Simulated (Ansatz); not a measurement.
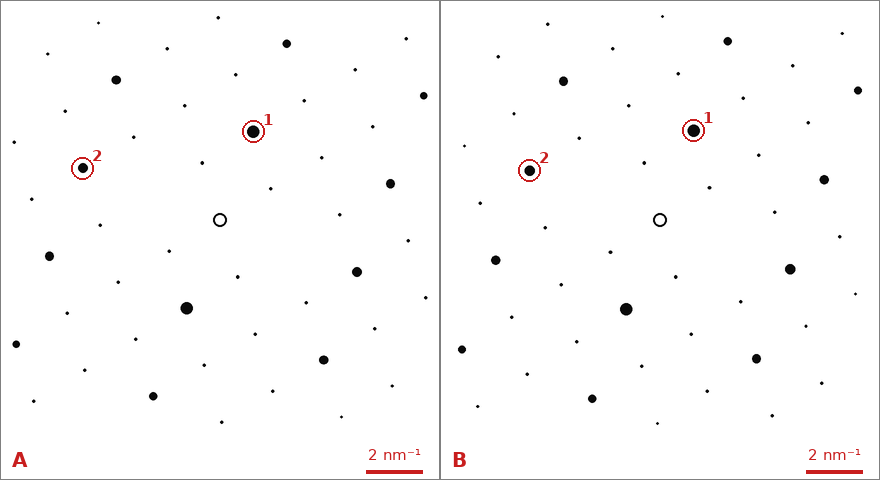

Kinematic electron diffraction patterns (200 kV, B = 0.5 Å², same scale) along [001] of the run's own cell, for the start and the end of one relaxation of Sr3Rh with Ansatz, DFT PBE, scalar-relativistic, plane waves, PAW. k mesh 12×12×12. The start is a generated model structure, and the relaxation ends in the nearest stationary point of its symmetry, not necessarily the ground state. Spot 1 is -1 -1 0 and spot 2 is 2 -2 0 in both.

Start structure:

```
Sr Rh
1.0
    -2.65576    2.65576    4.65298
     2.65576   -2.65576    4.65298
     2.65576    2.65576   -4.65298
Sr Rh
3 1
Direct
  0.50000 0.50000 0.00000
  0.25000 0.75000 0.50000
  0.75000 0.25000 0.50000
  0.00000 0.00000 0.00000
```

### Which pattern belongs to the start structure, and which to the relaxed one?

A is the start: its cell gives d(1) = 2.923 Å, d(2) = 1.878 Å and an angle of 90.0°. B is the relaxed structure, with d(1) = 2.880 Å (-1.4 %), d(2) = 1.976 Å (+5.2 %) and 90.0°.

### Summarise the relaxation behind the change.

The volume changed by +0.1 % to 32.85 Å³ an atom; the fractional coordinates hardly changed; the space group stayed I4/mmm (No. 139); the free energy fell by 3.3 meV an atom. Relaxed cell: a = 5.772 Å, b = 5.772 Å, c = 5.772 Å, α = 122.09°, β = 122.09°, γ = 86.41°.
